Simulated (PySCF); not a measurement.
B5H8F: geometry relaxation

- system: B5H8F (nido-B5H9 (F for H, site b on B))
- method: B3LYP-D3(BJ)/def2-SVP geometry optimisation from the GFN2-xTB point and Hessian, gas phase (PySCF 2.14.0)

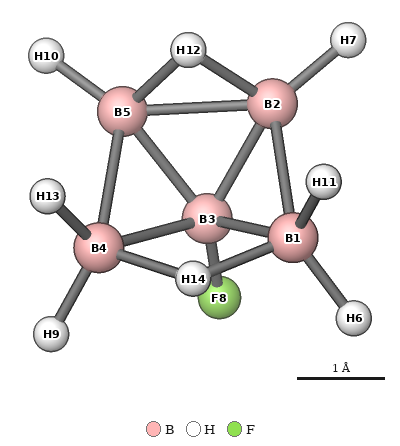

**Figure 1.** The structure as given in the input (ball-and-stick view, seen at a tilt; atoms are numbered from 1 in the order of the input).

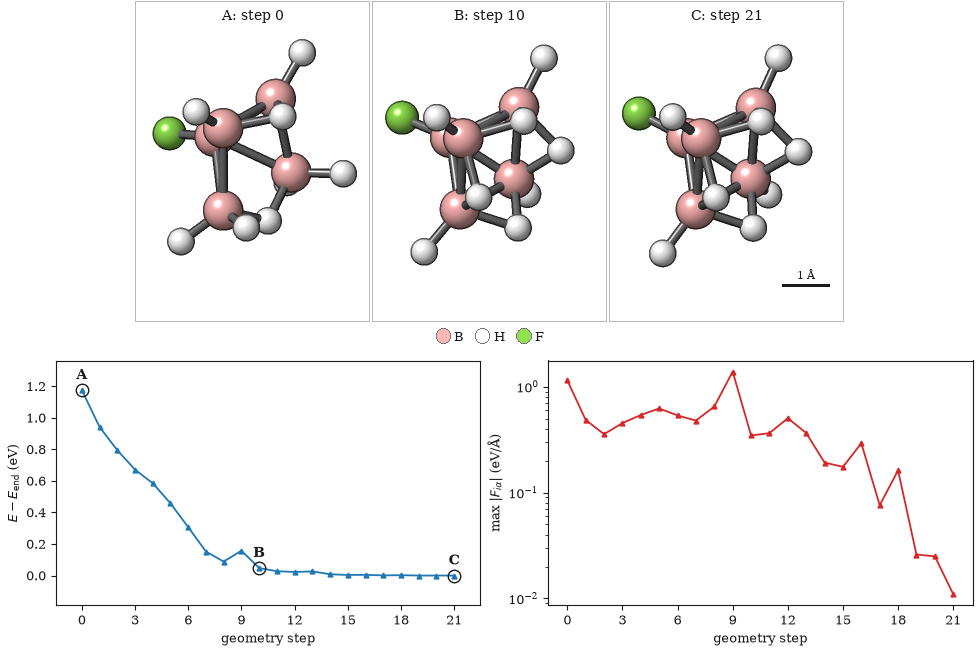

**Figure 2.** Frames of the relaxation (ball-and-stick view, seen at a tilt) above the curves, on which the letters mark them (steps are counted from 0).

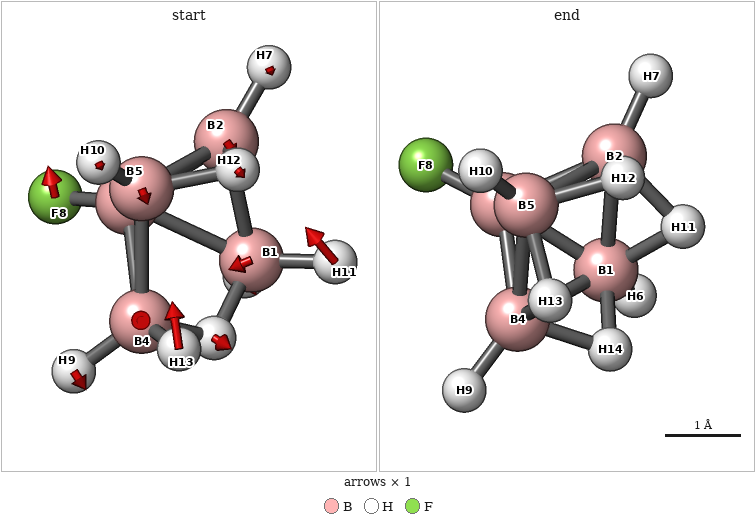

**Figure 3.** Before (left) and after (right) the relaxation, at one scale (ball-and-stick view, seen at a tilt). The red arrows give the displacements, at true length. The largest moves after the best rigid fit, 0.66 Å, are those of H11 and H13. By element the largest moves are H 0.66 Å, F 0.46 Å, B 0.35 Å. Among the contacts that change: B2–H11 2.246 → 1.354 Å, B1–B4 2.247 → 1.808 Å, B1–B3 1.895 → 1.708 Å, B1–H11 1.186 → 1.355 Å. New bonds form: B2–H11 (2.25 → 1.35 Å), B5–H13 (2.25 → 1.35 Å). Among the angles that change: B2–B1–H11 91.7° → 48.1°, B3–B1–H11 139.3° → 105.4°, B1–H14–B4 117.1° → 83.7°. The energy falls by 1.175 eV in 21 geometry steps. The largest force component goes from 1.1 to 0.011 eV/Å. (Atoms are counted from 1 in the order of the input.)

These pictures come from the run below.

## The input
```
{"job": {"xc": "B3LYP", "basis": "def2-SVP", "kind": "refine"}, "charge": 0, "multiplicity": 1}
B     -1.095134     0.799225     0.174049
B      0.444080     0.511509     1.201877
B     -0.216070    -0.829833     0.577954
B      0.000921    -0.519255    -1.277778
B      1.291208    -0.506275     0.080215
H     -2.223125     0.613158     0.462754
H      0.634626     1.041956     2.225170
F     -0.948879    -1.878627     0.976761
H     -0.515103    -1.442211    -1.799679
H      2.340228    -1.007727    -0.033451
H     -0.841055     1.951199     0.053083
H      1.401647     0.778851     0.340034
H      0.716925     0.075892    -2.012379
H     -0.940232     0.376161    -1.063347
```

The first line tells a small driver script what to run in PySCF; the rest is the geometry in Å.

Launched with:
```bash
OMP_NUM_THREADS=1 python <driver script> task.json out
```

## Log
```
step      E/eV     max force
  0     -6224.78042   1.2326
  1     -6225.01389   0.5498
  2     -6225.16110   0.3844
  3     -6225.28432   0.4914
  4     -6225.37027   0.6046
  5     -6225.49796   0.6873
  6     -6225.64902   0.6937
  7     -6225.80361   0.6848
  8     -6225.86666   0.8479
  9     -6225.79814   1.6950
 10     -6225.90776   0.4095
 11     -6225.92812   0.3684
 12     -6225.93276   0.5420
 13     -6225.92917   0.4981
 14     -6225.94734   0.2309
 15     -6225.95173   0.2010
 16     -6225.95086   0.3819
 17     -6225.95455   0.0868
 18     -6225.95319   0.2264
 19     -6225.95544   0.0309
 20     -6225.95545   0.0322
 21     -6225.95552   0.0119
```

## Trajectory as extended XYZ (Å, eV, eV/Å), 16 of the 22 frames kept, from step=0 to step=21
```
14
Properties=species:S:1:pos:R:3:forces:R:3 step=0 energy=-6224.78042
B    -1.0951    0.7992    0.1740    0.5900  -0.9540   0.3320
B     0.4441    0.5115    1.2019   -0.1090  -0.1470  -0.5070
B    -0.2161   -0.8298    0.5780   -1.0750  -0.3500  -0.4910
B     0.0009   -0.5193   -1.2778   -0.0250  -0.2100   1.1460
B     1.2912   -0.5063    0.0802   -0.4630   0.2770  -0.0390
H    -2.2231    0.6132    0.4628   -0.5200  -0.3470   0.0720
H     0.6346    1.0420    2.2252    0.1730   0.3960   0.5550
F    -0.9489   -1.8786    0.9768    0.1990   0.1570  -0.0090
H    -0.5151   -1.4422   -1.7997   -0.4250  -0.4590  -0.0510
H     2.3402   -1.0077   -0.0335    0.6670  -0.1970  -0.0990
H    -0.8411    1.9512    0.0531    0.5300   0.4980  -0.0550
H     1.4016    0.7789    0.3400    0.3390   0.4070  -0.1140
H     0.7169    0.0759   -2.0124    0.5260   0.5000  -0.0490
H    -0.9402    0.3762   -1.0633   -0.4060   0.4280  -0.6890
14
Properties=species:S:1:pos:R:3:forces:R:3 step=1 energy=-6225.01389
B    -1.0886    0.7554    0.1649    0.2350  -0.4850  -0.1090
B     0.4530    0.5087    1.1904   -0.2600   0.0760  -0.2280
B    -0.2524   -0.8151    0.5362   -0.3320  -0.3940   0.1090
B    -0.0272   -0.5218   -1.2400   -0.2130   0.0740   0.4770
B     1.2876   -0.4920    0.0869   -0.2490   0.0350  -0.2650
H    -2.2313    0.5812    0.4456   -0.2720  -0.2190   0.0090
H     0.6343    1.0504    2.2229    0.1150   0.2320   0.2840
F    -0.9270   -1.8876    0.9940    0.1090   0.1420  -0.0320
H    -0.5485   -1.4448   -1.7795   -0.2640  -0.2280  -0.0100
H     2.3420   -1.0062   -0.0401    0.3750  -0.0730  -0.0550
H    -0.7963    1.9208    0.0917    0.3740   0.1270   0.0370
H     1.4157    0.8106    0.3207    0.1500   0.1570  -0.0170
H     0.7474    0.0623   -1.9524    0.2910   0.2260   0.1430
H    -0.9586    0.4423   -1.1361   -0.0570   0.3300  -0.3420
14
Properties=species:S:1:pos:R:3:forces:R:3 step=3 energy=-6225.28432
B    -1.0849    0.6598    0.0934   -0.1320   0.1600  -0.1980
B     0.4303    0.5295    1.1734   -0.1880   0.3310   0.0220
B    -0.2636   -0.8319    0.5393    0.0070  -0.2210   0.2680
B    -0.1282   -0.4993   -1.1771   -0.0470   0.1650  -0.2700
B     1.2780   -0.4792    0.0534    0.0960  -0.0700  -0.3930
H    -2.2471    0.4972    0.3614    0.0590   0.0890  -0.0900
H     0.6436    1.0983    2.2078   -0.0320   0.0020  -0.1300
F    -0.9045   -1.9156    1.0402    0.1420   0.0290   0.0820
H    -0.6617   -1.4227   -1.7350    0.0150   0.1340  -0.0540
H     2.3695   -0.9587   -0.0815   -0.1020   0.0780  -0.0270
H    -0.6827    1.8349    0.1761    0.0950  -0.4530   0.1650
H     1.4309    0.8300    0.3212   -0.0340  -0.0440   0.0210
H     0.8071    0.0268   -1.8080   -0.1050  -0.1990   0.4350
H    -0.9366    0.5950   -1.2595    0.2270  -0.0030   0.1700
14
Properties=species:S:1:pos:R:3:forces:R:3 step=4 energy=-6225.37027
B    -1.0910    0.6221    0.0724   -0.3290   0.2470   0.0380
B     0.4098    0.5488    1.1551   -0.0540   0.3300   0.0180
B    -0.2701   -0.8439    0.5499    0.1550  -0.0370   0.1490
B    -0.1628   -0.4944   -1.1584    0.0050  -0.1460  -0.3840
B     1.2655   -0.4793    0.0231    0.1610   0.0520  -0.2870
H    -2.2610    0.5117    0.3539    0.1780   0.1630  -0.1510
H     0.6407    1.1252    2.1885   -0.0910  -0.0650  -0.2340
F    -0.8931   -1.9321    1.0682    0.1360   0.0010   0.1040
H    -0.6620   -1.4123   -1.7660    0.0940   0.2710  -0.0340
H     2.3681   -0.9511   -0.0979   -0.2310   0.1010  -0.0480
H    -0.6094    1.7802    0.1821    0.0420  -0.5400   0.2600
H     1.4364    0.8289    0.3185   -0.1010  -0.0960   0.0230
H     0.8221    0.0594   -1.7146   -0.1280  -0.3460   0.4790
H    -0.9433    0.6008   -1.2695    0.1620   0.0650   0.0680
14
Properties=species:S:1:pos:R:3:forces:R:3 step=6 energy=-6225.64902
B    -1.1246    0.5644    0.0540   -0.2070  -0.3440  -0.0550
B     0.3504    0.6326    1.0963    0.2520  -0.1750  -0.0210
B    -0.2633   -0.8512    0.5625    0.2500   0.5350  -0.3640
B    -0.2230   -0.5200   -1.1404   -0.3950  -0.1980   0.1580
B     1.2445   -0.4429   -0.0891    0.0150   0.1390   0.3290
H    -2.3025    0.5450    0.3016    0.1580   0.2940  -0.1560
H     0.6157    1.1369    2.1622   -0.1360  -0.0020  -0.3090
F    -0.8335   -1.9458    1.1208    0.0810  -0.2690   0.3250
H    -0.7080   -1.3906   -1.8154    0.1740   0.2940  -0.1720
H     2.3523   -0.9230   -0.1320   -0.2750   0.1200  -0.1330
H    -0.5147    1.6670    0.3033    0.2350  -0.3160   0.2850
H     1.4346    0.8523    0.3057   -0.1900  -0.0170  -0.1740
H     0.8812   -0.0246   -1.5605    0.1380  -0.1380   0.4350
H    -0.8589    0.6638   -1.2637   -0.1010   0.0770  -0.1470
14
Properties=species:S:1:pos:R:3:forces:R:3 step=7 energy=-6225.80361
B    -1.1443    0.5321    0.0428   -0.0900  -0.4090   0.1580
B     0.3461    0.6581    1.0739    0.0350  -0.3550  -0.1510
B    -0.2655   -0.8420    0.5695   -0.0190  -0.0490  -0.2290
B    -0.2486   -0.5206   -1.1331   -0.3800  -0.4780   0.3100
B     1.2338   -0.4398   -0.1186   -0.1810   0.2300   0.3630
H    -2.3155    0.5888    0.2878    0.0560   0.2770  -0.1480
H     0.6102    1.1487    2.1361   -0.0680   0.0420  -0.1120
F    -0.7911   -1.9492    1.1780    0.2230   0.0530   0.1040
H    -0.6695   -1.3608   -1.8831    0.1290   0.2980  -0.1230
H     2.3214   -0.9433   -0.1464   -0.0690   0.0540  -0.1000
H    -0.4811    1.6021    0.3523    0.2740   0.0640   0.1270
H     1.4188    0.8502    0.2778   -0.0420   0.1290  -0.1490
H     0.9027   -0.0220   -1.4628    0.2190  -0.0300   0.1440
H    -0.8674    0.6617   -1.2690   -0.0900   0.1760  -0.1940
14
Properties=species:S:1:pos:R:3:forces:R:3 step=8 energy=-6225.86666
B    -1.1505    0.5200    0.0441   -0.4810  -0.6500   0.2550
B     0.3072    0.6586    1.0599    0.5810  -0.4850   0.0480
B    -0.2549   -0.8738    0.5581   -0.4620   0.0590   0.1840
B    -0.2872   -0.5449   -1.1135   -0.1230  -0.5630   0.0440
B     1.2304   -0.4120   -0.1269   -0.2430  -0.0460   0.4720
H    -2.3262    0.6860    0.2672    0.3270   0.1600  -0.1560
H     0.5918    1.1369    2.1186   -0.0840   0.0140  -0.0030
F    -0.7320   -1.9797    1.2218    0.2840   0.2470  -0.0510
H    -0.6578   -1.3390   -1.9437    0.1310   0.3750   0.0210
H     2.3103   -0.9162   -0.1583    0.0700  -0.0400   0.0020
H    -0.4090    1.5595    0.3726   -0.0890   0.4250  -0.1140
H     1.3788    0.8684    0.2417    0.0360   0.1280  -0.0030
H     0.9184   -0.0603   -1.3749    0.0830   0.2350  -0.4970
H    -0.8693    0.6604   -1.2613   -0.0290   0.1410  -0.2000
14
Properties=species:S:1:pos:R:3:forces:R:3 step=10 energy=-6225.90776
B    -1.1671    0.4878    0.0481   -0.1380  -0.0610   0.1060
B     0.3386    0.6510    1.0572    0.0570  -0.1730   0.0550
B    -0.2782   -0.8633    0.5858   -0.0150  -0.1550  -0.2950
B    -0.2790   -0.5560   -1.1157   -0.2920  -0.2460   0.1480
B     1.2106   -0.4287   -0.1255    0.1770   0.0790   0.3460
H    -2.3386    0.6822    0.2432    0.2250   0.1480  -0.0900
H     0.6026    1.1534    2.1105   -0.0170  -0.0740   0.0230
F    -0.7208   -1.9741    1.2496    0.1580   0.0560   0.0740
H    -0.6590   -1.3111   -1.9724    0.1480   0.2210   0.0410
H     2.3036   -0.9193   -0.1564   -0.0880  -0.0320   0.0160
H    -0.4167    1.5387    0.3948   -0.1400   0.3220  -0.1790
H     1.3846    0.8788    0.2361   -0.0380  -0.0730  -0.0360
H     0.9197   -0.0461   -1.3845    0.0330   0.0870  -0.2760
H    -0.8502    0.6708   -1.2656   -0.0710  -0.0990   0.0670
14
Properties=species:S:1:pos:R:3:forces:R:3 step=11 energy=-6225.92812
B    -1.1623    0.5019    0.0560    0.0990  -0.1880   0.0230
B     0.3426    0.6294    1.0620   -0.2360   0.2440  -0.1010
B    -0.2717   -0.8766    0.5770   -0.1650  -0.1570   0.0220
B    -0.2812   -0.5628   -1.1114   -0.0500  -0.0490   0.0590
B     1.2186   -0.4284   -0.0930    0.0150   0.0550  -0.3640
H    -2.3175    0.7231    0.2413   -0.1080   0.0630  -0.0050
H     0.5842    1.1318    2.1172    0.0360  -0.0150   0.0530
F    -0.6801   -1.9893    1.2666    0.0880   0.1920  -0.0460
H    -0.6597   -1.2842   -1.9869    0.0660   0.0110  -0.0210
H     2.3052   -0.9248   -0.1395   -0.0150  -0.0260   0.0340
H    -0.4433    1.5638    0.3524    0.1960  -0.0330   0.1400
H     1.3796    0.8780    0.2307    0.0060  -0.0170   0.0370
H     0.9049   -0.0515   -1.4079    0.0710  -0.0050   0.1170
H    -0.8692    0.6536   -1.2593   -0.0020  -0.0730   0.0510
14
Properties=species:S:1:pos:R:3:forces:R:3 step=13 energy=-6225.92917
B    -1.1711    0.4733    0.0527   -0.2890   0.1850   0.0490
B     0.3231    0.6521    1.0497    0.2150  -0.1670   0.1390
B    -0.2744   -0.8682    0.5626    0.0000  -0.3390   0.3650
B    -0.3029   -0.5739   -1.1062    0.1240   0.0590   0.1060
B     1.2141   -0.4004   -0.1319   -0.0730  -0.0530   0.1150
H    -2.3297    0.7531    0.1991    0.1530   0.0200   0.0360
H     0.5781    1.0917    2.1356   -0.0180  -0.0440  -0.0770
F    -0.6454   -1.9655    1.2949    0.0780   0.0640  -0.0790
H    -0.6495   -1.2858   -1.9840   -0.0830  -0.1450  -0.2980
H     2.2885   -0.9228   -0.1392   -0.0030  -0.0360   0.0020
H    -0.3983    1.5373    0.3997   -0.2270   0.3490  -0.2270
H     1.3802    0.8952    0.2325   -0.0130  -0.0440  -0.0660
H     0.8985   -0.0718   -1.4048    0.1860   0.1820  -0.0770
H    -0.8610    0.6496   -1.2555   -0.0520  -0.0310   0.0120
14
Properties=species:S:1:pos:R:3:forces:R:3 step=14 energy=-6225.94734
B    -1.1767    0.4894    0.0614    0.0610  -0.1630   0.0400
B     0.3360    0.6400    1.0511   -0.1000   0.0990  -0.0730
B    -0.2779   -0.8754    0.5819   -0.1250  -0.0710  -0.1040
B    -0.2896   -0.5743   -1.1096   -0.1280  -0.1920  -0.0090
B     1.2073   -0.4190   -0.1185    0.0600   0.0150   0.0400
H    -2.3259    0.7626    0.2399   -0.0190   0.0080  -0.0230
H     0.5907    1.1108    2.1179    0.0020   0.0020   0.0440
F    -0.6574   -1.9755    1.3001    0.0720   0.0590  -0.0190
H    -0.6110   -1.2811   -2.0305    0.0390   0.1420   0.1730
H     2.2803   -0.9407   -0.1446    0.0400  -0.0320   0.0340
H    -0.4267    1.5523    0.3648    0.0900   0.0440   0.0300
H     1.3747    0.8812    0.2197    0.0270   0.0130   0.0630
H     0.9150   -0.0340   -1.3735   -0.0280   0.0250  -0.1720
H    -0.8888    0.6278   -1.2549    0.0110   0.0520  -0.0220
14
Properties=species:S:1:pos:R:3:forces:R:3 step=15 energy=-6225.95173
B    -1.1739    0.4859    0.0578    0.0600  -0.0790   0.0180
B     0.3265    0.6457    1.0502    0.0250   0.0170   0.0080
B    -0.2729   -0.8794    0.5753   -0.0320   0.1490  -0.1310
B    -0.2955   -0.5782   -1.1102    0.0400   0.0670   0.1750
B     1.2136   -0.4125   -0.1193   -0.0260   0.0070  -0.0560
H    -2.3242    0.7619    0.2259   -0.0060   0.0220   0.0060
H     0.5700    1.1030    2.1281    0.0170  -0.0140  -0.0120
F    -0.6439   -1.9781    1.2903   -0.0050  -0.0820   0.0880
H    -0.6454   -1.2832   -2.0034   -0.0040  -0.0510  -0.1170
H     2.2913   -0.9300   -0.1368   -0.0170  -0.0220   0.0120
H    -0.4094    1.5580    0.3683   -0.0510  -0.0090  -0.0200
H     1.3837    0.8849    0.2371   -0.0120  -0.0200  -0.0310
H     0.9082   -0.0513   -1.4037    0.0240   0.0250   0.0630
H    -0.8780    0.6374   -1.2544   -0.0130  -0.0090  -0.0030
14
Properties=species:S:1:pos:R:3:forces:R:3 step=17 energy=-6225.95455
B    -1.1787    0.4791    0.0595   -0.0510   0.0380   0.0440
B     0.3300    0.6472    1.0476   -0.0420   0.0280  -0.0400
B    -0.2787   -0.8747    0.5757    0.0050  -0.0630   0.0120
B    -0.2963   -0.5801   -1.1058   -0.0280  -0.0330  -0.0060
B     1.2078   -0.4091   -0.1257    0.0360  -0.0300   0.0640
H    -2.3264    0.7742    0.2265    0.0290  -0.0200  -0.0090
H     0.5826    1.0932    2.1277   -0.0110   0.0080  -0.0120
F    -0.6324   -1.9738    1.3053    0.0100   0.0020   0.0030
H    -0.6227   -1.2744   -2.0221   -0.0030  -0.0010  -0.0050
H     2.2764   -0.9434   -0.1342    0.0110  -0.0080   0.0130
H    -0.4166    1.5521    0.3632    0.0240   0.0250   0.0300
H     1.3784    0.8878    0.2276    0.0190  -0.0030  -0.0020
H     0.9127   -0.0422   -1.3866   -0.0010   0.0420  -0.0760
H    -0.8861    0.6283   -1.2532    0.0020   0.0170  -0.0150
14
Properties=species:S:1:pos:R:3:forces:R:3 step=18 energy=-6225.95319
B    -1.1797    0.4818    0.0632    0.0950  -0.1110  -0.0080
B     0.3269    0.6481    1.0431    0.0320  -0.0180   0.0460
B    -0.2754   -0.8810    0.5771   -0.0530   0.1620  -0.1490
B    -0.2952   -0.5788   -1.1113    0.0150  -0.0170   0.1040
B     1.2106   -0.4150   -0.1190   -0.0290   0.0320  -0.0820
H    -2.3260    0.7698    0.2319   -0.0260   0.0160   0.0050
H     0.5764    1.1078    2.1166    0.0200  -0.0140   0.0410
F    -0.6351   -1.9769    1.3027   -0.0010  -0.0750   0.0580
H    -0.6221   -1.2747   -2.0275   -0.0100   0.0150   0.0140
H     2.2793   -0.9494   -0.1263    0.0100   0.0010  -0.0030
H    -0.4119    1.5560    0.3761   -0.0570   0.0130  -0.0780
H     1.3811    0.8819    0.2234    0.0060   0.0080   0.0230
H     0.9105   -0.0342   -1.3934   -0.0050  -0.0430   0.0460
H    -0.8892    0.6286   -1.2513    0.0040   0.0320  -0.0150
14
Properties=species:S:1:pos:R:3:forces:R:3 step=20 energy=-6225.95545
B    -1.1787    0.4789    0.0615   -0.0170   0.0070  -0.0010
B     0.3278    0.6492    1.0440    0.0030  -0.0060   0.0080
B    -0.2773   -0.8774    0.5747    0.0040   0.0210  -0.0130
B    -0.2972   -0.5803   -1.1070    0.0020  -0.0100  -0.0100
B     1.2098   -0.4114   -0.1231   -0.0040   0.0020  -0.0110
H    -2.3258    0.7714    0.2284    0.0040  -0.0040   0.0000
H     0.5783    1.0978    2.1231    0.0020   0.0010   0.0050
F    -0.6300   -1.9750    1.3049   -0.0030  -0.0250   0.0200
H    -0.6256   -1.2728   -2.0245   -0.0020   0.0010   0.0050
H     2.2780   -0.9477   -0.1271    0.0010   0.0010  -0.0020
H    -0.4159    1.5549    0.3675    0.0020   0.0110  -0.0070
H     1.3820    0.8850    0.2267    0.0010   0.0050   0.0030
H     0.9109   -0.0389   -1.3913    0.0060  -0.0040   0.0020
H    -0.8864    0.6303   -1.2525    0.0010  -0.0010   0.0010
14
Properties=species:S:1:pos:R:3:forces:R:3 step=21 energy=-6225.95552
B    -1.1793    0.4796    0.0611    0.0060  -0.0070   0.0030
B     0.3278    0.6491    1.0444    0.0000   0.0010   0.0020
B    -0.2777   -0.8770    0.5747   -0.0030  -0.0050   0.0000
B    -0.2972   -0.5806   -1.1075   -0.0020  -0.0040   0.0110
B     1.2093   -0.4110   -0.1239    0.0040  -0.0010   0.0030
H    -2.3263    0.7716    0.2276   -0.0030   0.0000   0.0010
H     0.5783    1.0963    2.1242    0.0000   0.0000  -0.0010
F    -0.6288   -1.9754    1.3067    0.0030   0.0080  -0.0060
H    -0.6259   -1.2729   -2.0246   -0.0010  -0.0010  -0.0020
H     2.2776   -0.9474   -0.1279    0.0000   0.0010   0.0000
H    -0.4154    1.5556    0.3672   -0.0020   0.0040  -0.0040
H     1.3817    0.8857    0.2272    0.0010   0.0010   0.0010
H     0.9120   -0.0397   -1.3913   -0.0020   0.0010  -0.0060
H    -0.8860    0.6302   -1.2525   -0.0010   0.0030  -0.0030
```

## Key numbers

```json
{"quantity": "outcome", "value": "converged"}
{"quantity": "total energy", "value": "−228.799647 hartree"}
{"quantity": "hardware", "value": "1 CPU thread, shared host"}
{"quantity": "wall time", "value": "5 min"}
{"quantity": "peak memory", "value": "0.54 GiB"}
```
